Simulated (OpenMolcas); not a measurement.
# A workflow on [CoH6O3F3]− (fac-[CoF3(H2O)3]-)

We compute a series of 12 runs (ROHF/ANO-RCC-MB, CASSCF(7,5)/ANO-RCC-VDZP, CASPT2(7,5)/ANO-RCC-VDZP, PC-NEVPT2(7,5)/ANO-RCC-VDZP, MC-PDFT[trevPBE](7,5)/ANO-RCC-VDZP, SC-NEVPT2(7,5)/ANO-RCC-VDZP, CASPT2[IPEA 0](7,5)/ANO-RCC-VDZP, CASPT2[IPEA 0.15](7,5)/ANO-RCC-VDZP) of CoF3H6O3. 

The results are computed with OpenMolcas 26.06.

## Step 1: The molecule

The species is [CoH6O3F3]− (13 atoms), meant as a quartet with charge -1. As SMILES, `[OH2]->[Co-](<-[OH2])(<-[OH2])([F])([F])[F]`. The shape comes from GFN2-xTB, which is rough for such elements, and wasn't checked as a minimum. This is one conformer, not always the lowest.

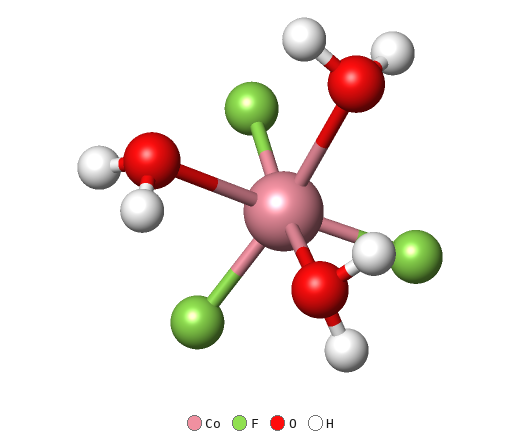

Viewed from a chosen angle; cobalt pink, fluorine green, oxygen red, hydrogen white.

## Step 2: The energy at ROHF/ANO-RCC-MB (DKH2) (run 1)

Contents of step1.input:

```
* CoF3H6O3 Hartree-Fock

&GATEWAY
 XBAS
 Co.ANO-RCC-MB
 F.ANO-RCC-MB
 O.ANO-RCC-MB
 H.ANO-RCC-MB
 End of Basis
 ZMAT
 Co1
 F2 1 1.992764
 O3 1 2.322948 2 162.47863
 H4 3 0.965738 1 105.94349 2 -51.4859
 H5 3 0.96323 4 106.67767 1 106.40642
 F6 1 1.996047 2 102.75284 4 -86.40495
 O7 1 2.318769 2 89.79116 6 168.5617
 H8 7 0.966018 1 106.4494 2 167.73945
 H9 7 0.963747 8 106.65825 3 129.71613
 F10 1 1.993232 2 103.09183 9 67.34077
 O11 1 2.323107 2 84.86616 9 -97.62779
 H12 11 0.965995 1 106.35278 2 64.42291
 H13 11 0.963471 12 106.68208 7 128.6783
 End of ZMAT

&SEWARD
 Relativistic = R02E00

&SCF
 UHF
 Charge = -1
 Spin = 4
 PrOrbitals = 1 1

&RASSCF
 FileOrb = $Project.UnaOrb
 Spin = 4
 Nactel = 3 0 0
 Inactive = 41
 Ras2 = 3
 OutOrbitals = Canonical
 OrbListing = Nothing
```

Launch:

```bash
$ export MOLCAS_MEM=1860
$ pymolcas step1.input > step1.log
```

The program printed:

```text
--- Start Module: gateway ---
[...]
--- Stop Module: gateway /rc=_RC_ALL_IS_WELL_ ---
[...]
      Basis functions           54
[...]
--- Start Module: scf ---
[...]
       Convergence after  82 Iterations
[...]
::    Total SCF energy                              -1918.5376445531
[...]
      Total spin, S                                     1.5000695127
[...]
--- Stop Module: scf /rc=_RC_ALL_IS_WELL_ ---
[...]
--- Start Module: rasscf ---
[...]
      Number of active orbitals                  3
[...]
      Spin quantum number                      1.5
[...]
      Active orbitals                            3
[...]
      Number of CSFs                             1
[...]
      Number of root(s) required                 1
[...]
      Convergence after  4 iterations
[...]
      printout of CI-coefficients larger than  0.05 for root  1
      energy=   -1918.537534
      conf/sym  111     Coeff  Weight
             1  uuu   1.00000 1.00000
      Natural orbitals and occupation numbers for root  1
      sym 1:   1.000000   1.000000   1.000000
      ************************************************************************************************************************
      *                                                    Final results                                                     *
[...]
::    RASSCF root number  1 Total energy:  -1918.53753375
[...]
      Total electronic charge=   85.000000
      Total            charge=   -1.000000
[...]
      Dipole Moment (debye):
      Origin of the operator (angstrom)=    0.1831   -0.0344   -0.0877
                   X=  8.9460E+00               Y= -1.8235E+00               Z= -4.2574E+00           Total=  1.0074E+01
      Center of Charge (angstrom)
[...]
--- Stop Module: rasscf /rc=_RC_ALL_IS_WELL_ ---
[...]
```

Wall time 18 s (1 thread of Arm Neoverse V1, shared host); peak memory 0.4 GiB.

## Step 3: The vertical excitations at CASSCF(7,5)/ANO-RCC-VDZP (DKH2, RICD fitting, 10 states averaged) (run 2)

Contents of step2.inp:

```
* CoF3H6O3 CASSCF

&GATEWAY
 XBAS
 Co.ANO-RCC-MB
 F.ANO-RCC-MB
 O.ANO-RCC-MB
 H.ANO-RCC-MB
 End of Basis
 ZMAT
 Co1
 F2 1 1.992764
 O3 1 2.322948 2 162.47863
 H4 3 0.965738 1 105.94349 2 -51.4859
 H5 3 0.96323 4 106.67767 1 106.40642
 F6 1 1.996047 2 102.75284 4 -86.40495
 O7 1 2.318769 2 89.79116 6 168.5617
 H8 7 0.966018 1 106.4494 2 167.73945
 H9 7 0.963747 8 106.65825 3 129.71613
 F10 1 1.993232 2 103.09183 9 67.34077
 O11 1 2.323107 2 84.86616 9 -97.62779
 H12 11 0.965995 1 106.35278 2 64.42291
 H13 11 0.963471 12 106.68208 7 128.6783
 End of ZMAT

&SEWARD
 RELATIVISTIC
 R02E00

&RASSCF
 FILEORB
 $CurrDir/step1.RasOrb
 ALTER
 2
 1 31 40
 1 32 41
 SPIN
 4
 NACTEL
 7 0 0
 INACTIVE
 39
 RAS2
 5
 CIROOT
 10 10 1
 ORBLISTING
 Nothing
>>> COPY $Project.RunFile RUNFIL1
>>> COPY $Project.RasOrb INPORB

&GATEWAY
 XBAS
 Co.ANO-RCC-VDZP
 F.ANO-RCC-VDZP
 O.ANO-RCC-VDZP
 H.ANO-RCC-VDZP
 End of Basis
 ZMAT
 Co1
 F2 1 1.992764
 O3 1 2.322948 2 162.47863
 H4 3 0.965738 1 105.94349 2 -51.4859
 H5 3 0.96323 4 106.67767 1 106.40642
 F6 1 1.996047 2 102.75284 4 -86.40495
 O7 1 2.318769 2 89.79116 6 168.5617
 H8 7 0.966018 1 106.4494 2 167.73945
 H9 7 0.963747 8 106.65825 3 129.71613
 F10 1 1.993232 2 103.09183 9 67.34077
 O11 1 2.323107 2 84.86616 9 -97.62779
 H12 11 0.965995 1 106.35278 2 64.42291
 H13 11 0.963471 12 106.68208 7 128.6783
 End of ZMAT
 RICD

&SEWARD
 RELATIVISTIC
 R02E00
>>> COPY $Project.RunFile RUNFIL2

&EXPBAS

&RASSCF
 FILEORB
 $Project.ExpOrb
 SPIN
 4
 NACTEL
 7 0 0
 INACTIVE
 39
 RAS2
 5
 CIROOT
 10 10 1
 ORBLISTING
 Nothing
```

Launch:

```bash
$ export MOLCAS_MEM=1860
$ pymolcas step2.inp > step2.log
```

The program printed:

```text
--- Start Module: gateway ---
[...]
      Basis functions           54
[...]
      Number of active orbitals                  5
[...]
      Spin quantum number                      1.5
[...]
      Active orbitals                            5
[...]
      Number of CSFs                            10
[...]
      Number of root(s) required                10
[...]
      Convergence after 11 iterations
[...]
      Natural orbitals and occupation numbers for root  1
      sym 1:   1.000000   1.999596   1.999596   1.000404   1.000404
      Natural orbitals and occupation numbers for root  2
      sym 1:   1.944512   1.055488   1.944512   1.055488   1.000000
      Natural orbitals and occupation numbers for root  3
      sym 1:   1.057301   1.942699   1.942699   1.057301   1.000000
[...]
::    RASSCF root number  1 Total energy:  -1918.53742699
::    RASSCF root number  2 Total energy:  -1918.53307704
[...]
      Basis functions          148
[...]
--- Start Module: expbas ---
[...]
      Convergence after 13 iterations
[...]
      Natural orbitals and occupation numbers for root  7
      sym 1:   1.990834   1.009166   1.009166   1.000000   1.990834
      Natural orbitals and occupation numbers for root  8
      sym 1:   1.762873   1.000000   1.762873   1.237127   1.237127
      Natural orbitals and occupation numbers for root  9
      sym 1:   1.764444   1.000000   1.235556   1.235556   1.764444
      Natural orbitals and occupation numbers for root 10
      sym 1:   1.171955   1.828045   1.828045   1.000000   1.171955
[...]
::    RASSCF root number  7 Total energy:  -1919.03580897
::    RASSCF root number  8 Total energy:  -1918.97971049
::    RASSCF root number  9 Total energy:  -1918.97956399
::    RASSCF root number 10 Total energy:  -1918.97076357
[...]
      Total electronic charge=   85.000000
      Total            charge=   -1.000000
[...]
```

It took 63 s on 1 thread of Arm Neoverse V1, shared host; peak memory 0.41 GiB.

The roots found:

```csv
excited state,energy (eV)
1,0.090
2,0.092
3,0.532
4,0.537
5,0.576
6,1.102
7,2.628
8,2.632
9,2.872
```

Runs 3 to 11 aren't shown in full; the table further down has their settings and results.

## Step 4: The vertical excitations at CASPT2[IPEA 0.15](7,5)/ANO-RCC-VDZP (DKH2, RICD fitting, ipea shift 0.15 Eh, pt2 variant SS, real shift 0.3 Eh, 10 states averaged) (run 12)

Contents of step12.inp:

```
>>> EXPORT MOLCAS_PRINT=2

&GATEWAY
 XBAS
 Co.ANO-RCC-VDZP
 F.ANO-RCC-VDZP
 O.ANO-RCC-VDZP
 H.ANO-RCC-VDZP
 End of Basis
 ZMAT
 Co1
 F2 1 1.992764
 O3 1 2.322948 2 162.47863
 H4 3 0.965738 1 105.94349 2 -51.4859
 H5 3 0.96323 4 106.67767 1 106.40642
 F6 1 1.996047 2 102.75284 4 -86.40495
 O7 1 2.318769 2 89.79116 6 168.5617
 H8 7 0.966018 1 106.4494 2 167.73945
 H9 7 0.963747 8 106.65825 3 129.71613
 F10 1 1.993232 2 103.09183 9 67.34077
 O11 1 2.323107 2 84.86616 9 -97.62779
 H12 11 0.965995 1 106.35278 2 64.42291
 H13 11 0.963471 12 106.68208 7 128.6783
 End of ZMAT
 RICD

&SEWARD
 Relativistic = R02E00

&RASSCF
 FileOrb = $CurrDir/step2.RasOrb
 Spin = 4
 Nactel = 7 0 0
 Inactive = 39
 Ras2 = 5
 CIRoot = 10 10 1
 OrbListing = Nothing

&CASPT2
 Multistate = all
 NoMultistate
 IPEA = 0.15
 Shift = 0.3
 Convergence = 0.0001
```

Launch:

```bash
$ export MOLCAS_MEM=1860
$ pymolcas step12.inp > step12.log
```

The program printed:

```text
--- Start Module: gateway ---
[...]
--- Stop Module: gateway /rc=_RC_ALL_IS_WELL_ ---
[...]
      Basis functions          148
[...]
--- Start Module: rasscf ---
[...]
      Number of active orbitals                  5
[...]
      Spin quantum number                      1.5
[...]
      Active orbitals                            5
[...]
      Number of CSFs                            10
[...]
      Number of root(s) required                10
[...]
      Convergence after  4 iterations
[...]
      Natural orbitals and occupation numbers for root  1
      sym 1:   1.999215   1.999215   1.000785   1.000000   1.000785
      Natural orbitals and occupation numbers for root  2
      sym 1:   1.055778   1.055778   1.944222   1.944222   1.000000
      Natural orbitals and occupation numbers for root  3
      sym 1:   1.057895   1.942105   1.057895   1.942105   1.000000
[...]
      Natural orbitals and occupation numbers for root  7
      sym 1:   1.990834   1.009166   1.009166   1.000000   1.990834
      Natural orbitals and occupation numbers for root  8
      sym 1:   1.762873   1.000000   1.762873   1.237127   1.237127
      Natural orbitals and occupation numbers for root  9
      sym 1:   1.764444   1.000000   1.764444   1.235556   1.235556
      Natural orbitals and occupation numbers for root 10
      sym 1:   1.171955   1.828045   1.000000   1.828045   1.171955
[...]
::    RASSCF root number  1 Total energy:  -1919.07629135
::    RASSCF root number  2 Total energy:  -1919.07296873
[...]
      Total electronic charge=   85.000000
      Total            charge=   -1.000000
[...]
--- Stop Module: rasscf /rc=_RC_ALL_IS_WELL_ ---
[...]
::    CASPT2 Root  7     Total energy:  -1920.73411601
::    CASPT2 Root  8     Total energy:  -1920.70050520
::    CASPT2 Root  9     Total energy:  -1920.70023614
::    CASPT2 Root 10     Total energy:  -1920.68872588
[...]
```

It took 2 min on 1 thread of Arm Neoverse V1, shared host; peak memory 0.25 GiB.

The roots found:

```csv
excited state,energy (eV)
1,0.068
2,0.068
3,0.550
4,0.543
5,0.531
6,1.357
7,2.271
8,2.279
9,2.592
```

## Step 5: The series

```csv
run,level,integral approximation,task,partner,energy (Eh),wall time
1,ROHF/ANO-RCC-MB (DKH2),none,energy,base,-1918.537534,18 s
2,"CASSCF(7,5)/ANO-RCC-VDZP (DKH2, RICD fitting, 10 states averaged)",RICD,excited,base,-1919.076291,63 s
3,"CASSCF(7,5)/ANO-RCC-VDZP (DKH2, RICD fitting, multiplet size 4, 10 states averaged)",RICD,magnetism,base,-1919.076291,37 s
4,"CASPT2(7,5)/ANO-RCC-VDZP (DKH2, RICD fitting, ipea shift 0.25 Eh, multiplet size 4, pt2 variant MS, 10 states averaged)",RICD,magnetism,base,-1920.789894,2.6 min
5,"PC-NEVPT2(7,5)/ANO-RCC-VDZP (DKH2, RICD fitting, pt2 variant QD-PC-NEVPT2, 10 states averaged)",RICD,excited,base,-1920.756128,90 s
6,"MC-PDFT[trevPBE](7,5)/ANO-RCC-VDZP (DKH2, RICD fitting, 10 states averaged)",RICD,excited,base,-1922.570770,86 s
7,"CASPT2(7,5)/ANO-RCC-VDZP (DKH2, RICD fitting, ipea shift 0.25 Eh, pt2 variant SS)",RICD,energy,other spin,-1920.715395,67 s
8,"SC-NEVPT2(7,5)/ANO-RCC-VDZP (DKH2, RICD fitting, pt2 variant SC-NEVPT2)",RICD,energy,other spin,-1920.689245,62 s
9,"CASPT2(7,5)/ANO-RCC-VDZP (DKH2, RICD fitting, ipea shift 0.25 Eh, pt2 variant SS)",RICD,energy,base,-1920.787258,4.8 min
10,"SC-NEVPT2(7,5)/ANO-RCC-VDZP (DKH2, RICD fitting, pt2 variant SC-NEVPT2)",RICD,energy,base,-1920.763566,4.8 min
11,"CASPT2[IPEA 0](7,5)/ANO-RCC-VDZP (DKH2, RICD fitting, casscf solver Tight, ipea shift 0 Eh, pt2 variant SS, 10 states averaged)",RICD,excited,base,-1920.798499,2.5 min
12,"CASPT2[IPEA 0.15](7,5)/ANO-RCC-VDZP (DKH2, RICD fitting, ipea shift 0.15 Eh, pt2 variant SS, real shift 0.3 Eh, 10 states averaged)",RICD,excited,base,-1920.783980,2 min
```

## Step 6: Outcome

```
                                                                                      quantity           value
                 run 12, CASPT2[IPEA 0.15](7,5)/ANO-RCC-VDZP: energy of the lowest of 10 roots  -1920.78398 Eh
run 12, CASPT2[IPEA 0.15](7,5)/ANO-RCC-VDZP: lowest excitation energy within this active space         0.07 eV
                    vertical energy of the doublet above the quartet, CASPT2(7,5)/ANO-RCC-VDZP        1.956 eV
                 vertical energy of the doublet above the quartet, SC-NEVPT2(7,5)/ANO-RCC-VDZP        2.022 eV
```

What this shows: At CASPT2(7,5)/ANO-RCC-VDZP: at this shape the doublet lies 1.96 eV (189 kJ/mol) above the quartet. At SC-NEVPT2(7,5)/ANO-RCC-VDZP: at this shape the doublet lies 2.02 eV (195 kJ/mol) above the quartet. In run 1 the basis is minimal, so the values are rough. All runs together took 24 min, the longest 4.8 min.
